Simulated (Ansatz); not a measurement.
**AsH₃+ (doublet): correlated methods under varied settings at scale of all distances = 1.308**

Aim: run AsH₃+ (doublet) at one geometry under a spread of methods and options, and see what each costs and gives.

Program: Ansatz 0.2.0, Gaussian basis. Level of theory: the settings change from run to run. These are calculated values, not measurements.

30 further runs of the same task are left out: 1 for a known fault of the program, 28 that didn't finish, 1 set aside as unsound or not needed.

## (1) The system

The geometry derives from a PBE0/def2-TZVP stationary point (not a proven minimum). All distances are scaled together. No spin-orbit coupling is included. The filled d shell of As may be among the frozen orbitals whatever the setting's name suggests; the logs give the count.

4 atoms, charge 1, spin multiplicity 2.

Atoms are counted from 1 here; the program's logs count them from 0.

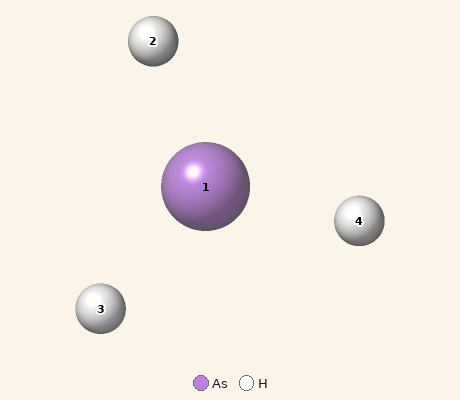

The structure; arsenic purple, hydrogen white; atoms are numbered from 1 in the order of the file.

## (2) CASSCF(3,5)/6-31G*

Contents of in.yaml:

```yaml
crystal:
  periodic: [false, false, false]
  atoms:
    - {symbol: As, position_ang: [0.000071, -0.000017, -0.021177]}
    - {symbol: H, position_ang: [1.878505, 0.017985, 0.530959]}
    - {symbol: H, position_ang: [-0.957081, 1.620009, 0.520184]}
    - {symbol: H, position_ang: [-0.926681, -1.636710, 0.522941]}
basis:
  gaussian: {orbitals: "6-31G*"}
total_charge: 1
magnetization: {spin_polarized: false, initial_magnetization: 1}
correlation: {active_space: {window: {electrons: 3, orbitals: 5}, states: [{multiplicity: 2, weights: [0.5, 0.5]}], root: 0}}
accuracy: high
scf: {lower_state_search: off}
```

On the command line:

```console
$ ansatz run in.yaml --threads 1 --pin off --events-out ev --progress --plain --max-ram 2393MiB
```

Log:

```text
Functional definition: HF
  name "HF"
  cite "Fock, Z. Phys. 61, 126 (1930) doi:10.1007/BF01340294"
  parent pbe
  exchange = exact_x
  correlation = 0
these checks for a lower state are left out or cut short: stability, starts, cluster_reference, orbital_swaps, neighbouring_geometries, increment
699 factors; integrals over basis functions are off by at most 3.9e-9 eV
mean field evaluation 1: about -60821.6438 eV, gradient 8.9e0 eV
mean field evaluation 2: about -60821.6565 eV, gradient 8.9e0 eV
mean field evaluation 4: about -60822.0409 eV, gradient 1.2e0 eV
mean field evaluation 8: about -60822.0552 eV, gradient 1.3e-3 eV
mean field -60822.05520317 eV, -2235.1693020469 hartree, gradient 2.0e-8 eV, S^2 0.750000; 0 other end points of the search recorded, 0 dependent functions left out
reference -60822.05520317 eV, -2235.1693020469 hartree; 18, 17 occupied and 23, 24 virtual orbitals, 699 factors
state -60822.57731429 eV, -2235.1884892765 hartree
state -60820.23671391 eV, -2235.1024737992 hartree
Total energy: -60822.57731429 eV, -2235.1884892765 hartree
Checks for a lower state left out: stability, starts, cluster_reference, orbital_swaps, neighbouring_geometries, increment
```

Run time: 4.8 s. Hardware: 1 thread of Intel Xeon at 2.50GHz, shared host.

From the report: 50 determinants; active occupations (of the averaged states) 1.45, 1.36, 0.12, 0.07, 0.00.

## (3) MRCISD+Q(relaxed)(1,5)/6-31G

Contents of in.yaml:

```yaml
crystal:
  periodic: [false, false, false]
  atoms:
    - {symbol: As, position_ang: [0.000071, -0.000017, -0.021177]}
    - {symbol: H, position_ang: [1.878505, 0.017985, 0.530959]}
    - {symbol: H, position_ang: [-0.957081, 1.620009, 0.520184]}
    - {symbol: H, position_ang: [-0.926681, -1.636710, 0.522941]}
basis:
  gaussian: {orbitals: 6-31G, point_charges: [{charge: -1.00, position_ang: [5.838, 0.068, -0.724]}]}
total_charge: 1
magnetization: {spin_polarized: false, initial_magnetization: 1}
correlation: {method: fic_mrcisd_q_relaxed, electrons: outside_noble_gas, active_space: {window: {electrons: 1, orbitals: 5}, states: [{multiplicity: 2, weights: [1, 0.5]}], root: 0}}
```

The command is unchanged.

Log (excerpt; [...] marks lines left out):

```text
Functional definition: HF
  name "HF"
  cite "Fock, Z. Phys. 61, 126 (1930) doi:10.1007/BF01340294"
  parent pbe
[...]
580 factors; integrals over basis functions are off by at most 6.4e-8 eV
[...]
mean field -60822.88515404 eV, -2235.1998021787 hartree, gradient 2.4e-6 eV, S^2 0.750000; 0 other end points of the search recorded, 0 dependent functions left out
reference -60822.88515404 eV, -2235.1998021787 hartree; 18, 17 occupied and 17, 18 virtual orbitals, 580 factors
state -60822.81279049 eV, -2235.1971428673 hartree
state -60818.66884666 eV, -2235.0448557405 hartree
contracted CI cycle   1: correlation 0.00000000 eV, 0.0000000000 hartree, residual 9.83e0 eV
contracted CI cycle   2: correlation -2.48087730 eV, -0.0911705592 hartree, residual 3.19e0 eV
contracted CI cycle   3: correlation -2.78417877 eV, -0.1023166826 hartree, residual 9.57e-1 eV
contracted CI cycle   4: correlation -2.80807171 eV, -0.1031947319 hartree, residual 3.61e-1 eV
[...]
contracted CI cycle  15: correlation -3.60033080 eV, -0.1323097163 hartree, residual 1.75e-2 eV
contracted CI cycle  16: correlation -3.60032916 eV, -0.1323096561 hartree, residual 1.20e-2 eV
contracted CI cycle  17: correlation -3.60033511 eV, -0.1323098749 hartree, residual 8.18e-3 eV
contracted CI cycle  18: correlation -3.60033698 eV, -0.1323099437 hartree, residual 4.18e-3 eV
contracted CI cycle  19: correlation -3.60033663 eV, -0.1323099307 hartree, residual 4.49e-3 eV
contracted CI cycle  20: correlation -3.60033693 eV, -0.1323099420 hartree, residual 3.24e-3 eV
contracted CI cycle  21: correlation -3.60033716 eV, -0.1323099504 hartree, residual 1.51e-3 eV
contracted CI cycle  22: correlation -3.60033718 eV, -0.1323099511 hartree, residual 7.95e-4 eV
state -60818.66884666 eV, -2235.0448557405 hartree; corrected -60823.09329585 eV, -2235.2074512491 hartree
WARN: 3 active orbitals are nearly empty or full. The corrections depend on them more than the energy does, and are more stable in an active space without them
Total energy: -60825.98492629 eV, -2235.3137167078 hartree
```

Wall time 6.5 s (1 thread of Intel Xeon at 2.50GHz, shared host).

From the report: 5 determinants; active occupations (of the averaged states) 0.67, 0.33, 0.00, 0.00, 0.00. The report marks this result as in doubt.

## (4) CCSD(T) on ROHF/6-31G*

Contents of in.yaml:

```yaml
crystal:
  periodic: [false, false, false]
  atoms:
    - {symbol: As, position_ang: [0.000071, -0.000017, -0.021177]}
    - {symbol: H, position_ang: [1.878505, 0.017985, 0.530959]}
    - {symbol: H, position_ang: [-0.957081, 1.620009, 0.520184]}
    - {symbol: H, position_ang: [-0.926681, -1.636710, 0.522941]}
basis:
  gaussian: {orbitals: "6-31G*"}
total_charge: 1
magnetization: {spin_polarized: false, initial_magnetization: 1}
correlation: {method: ccsd_t, electrons: valence}
scf: {lower_state_search: off}
output: {forces: true}
```

Same command.

Log (excerpt; [...] marks lines left out):

```text
Functional definition: HF
  name "HF"
  cite "Fock, Z. Phys. 61, 126 (1930) doi:10.1007/BF01340294"
  parent pbe
[...]
427 factors; integrals over basis functions are off by at most 6.0e-4 eV
[...]
mean field -60822.05522892 eV, -2235.1693029930 hartree, gradient 7.8e-6 eV, S^2 0.750000; 0 other end points of the search recorded, 0 dependent functions left out
9 core orbitals not correlated: weight in the atoms' cores, before any rotation towards them, 1.000 or more for the frozen orbitals, at most 0.000 for the correlated occupied ones
reference -60822.05522892 eV, -2235.1693029930 hartree; 9, 8 occupied and 23, 24 virtual orbitals, 427 factors
second order -7.08367426 eV of doubles, -0.03986499 eV of singles
cycle   1  -7.25698450 eV  change   -1.3e-1 eV  update   8.8e-2
[...]
cycle  13  -7.73770912 eV  change    1.9e-6 eV  update   9.9e-7
perturbative correction -0.19474101 eV, -0.0071566002 hartree
[...]
Total energy: -60829.98767905 eV, -2235.4608151586 hartree
Atom 0 at     0.000071    -0.000017    -0.021177 Å, force    -0.006954     0.001698     2.082436 eV/Å
Atom 1 at     1.878505     0.017985     0.530959 Å, force    -2.814134    -0.026865    -0.703529 eV/Å
Atom 2 at    -0.957081     1.620009     0.520184 Å, force     1.433312    -2.426547    -0.687388 eV/Å
Atom 3 at    -0.926681    -1.636710     0.522941 Å, force     1.387775     2.451713    -0.691518 eV/Å
Dipole moment:    -0.000524     0.000128     0.157004 e Å
Checks for a lower state left out: starts, cluster_reference, orbital_swaps, neighbouring_geometries, increment
```

Wall time 12 s (1 thread of Intel Xeon at 2.50GHz, shared host).

From the report: correlation -7.9325 eV; T1 0.012; largest double amplitude 0.09.

## (5) CCSD(T) on UHF/def2-SVPD

Contents of in.yaml:

```yaml
crystal:
  periodic: [false, false, false]
  atoms:
    - {symbol: As, position_ang: [0.000071, -0.000017, -0.021177]}
    - {symbol: H, position_ang: [1.878505, 0.017985, 0.530959]}
    - {symbol: H, position_ang: [-0.957081, 1.620009, 0.520184]}
    - {symbol: H, position_ang: [-0.926681, -1.636710, 0.522941]}
basis:
  gaussian: {orbitals: def2-SVPD}
total_charge: 1
magnetization: {spin_polarized: true, initial_magnetization: 1}
correlation: {method: ccsd_t, electrons: outside_noble_gas}
```

Same command.

Log (excerpt; [...] marks lines left out):

```text
Functional definition: HF
  name "HF"
  cite "Fock, Z. Phys. 61, 126 (1930) doi:10.1007/BF01340294"
  parent pbe
[...]
597 factors; integrals over basis functions are off by at most 9.0e-4 eV
[...]
mean field -60822.82241043 eV, -2235.1974963934 hartree, gradient 1.5e-6 eV, S^2 0.779251; 9 other end points of the search recorded, 0 dependent functions left out
determinant -60822.82241043 eV, -2235.1974963934 hartree, with singles and doubles -60826.90411369 eV, -2235.3474962217 hartree
determinant -60820.58301370 eV, -2235.1152000817 hartree, with singles and doubles -60824.08226994 eV, -2235.2437953764 hartree
determinant -60820.58060578 eV, -2235.1151115922 hartree, with singles and doubles -60823.95903366 eV, -2235.2392665267 hartree
14 core orbitals not correlated: weight in the atoms' cores, before any rotation towards them, 1.000 or more for the frozen orbitals, at most 0.000 for the correlated occupied ones
reference -60822.82241043 eV, -2235.1974963934 hartree; 4, 3 occupied and 44, 45 virtual orbitals, 597 factors
second order -3.05138058 eV of doubles, -0.00000000 eV of singles
cycle   1  -4.04004475 eV  change   -8.7e-2 eV  update   2.0e-2
[...]
cycle  10  -4.05718117 eV  change    1.7e-6 eV  update   7.4e-6
perturbative correction -0.15888186 eV, -0.0058388008 hartree
Total energy: -60827.03847347 eV, -2235.3524338524 hartree
```

Wall time 36 s (1 thread of Intel Xeon at 2.50GHz, shared host).

From the report: ⟨S²⟩ of the determinant 0.779 (pure doublet: 0.75); correlation -4.2161 eV; T1 0.029; largest double amplitude 0.08.

## (6) All runs side by side

 † marks a result that the program doubts.

| level | correlated | functions | energy (eV) | time |
| --- | --- | --- | --- | --- |
| CASSCF(3,5)/6-31G* (lowest root of an average) |  | 41 | -60822.5773 | 4.8 s |
| MRCISD+Q(relaxed)(1,5)/6-31G (lowest root of an average, beside a point charge) † | outside noble gas | 35 | -60825.9849 | 6.5 s |
| CCSD(T) on ROHF/6-31G* | valence | 41 | -60829.9877 | 12 s |
| CCSD(T) on UHF/def2-SVPD | outside noble gas | 62 | -60827.0385 | 36 s |

## (7) Results

| quantity | value |
| --- | --- |
| runs | 4 |
| quickest | CASSCF(3,5)/6-31G* (lowest root of an average), 4.8 s |
| slowest | CCSD(T) on UHF/def2-SVPD, 36 s |

**Reading.** Total energies in different bases, with other cores or another treatment of relativity can't be set against each other. CCSD(T) on UHF/def2-SVPD took 7 times as long as CASSCF(3,5)/6-31G* (lowest root of an average); the jobs differ in more than the method.
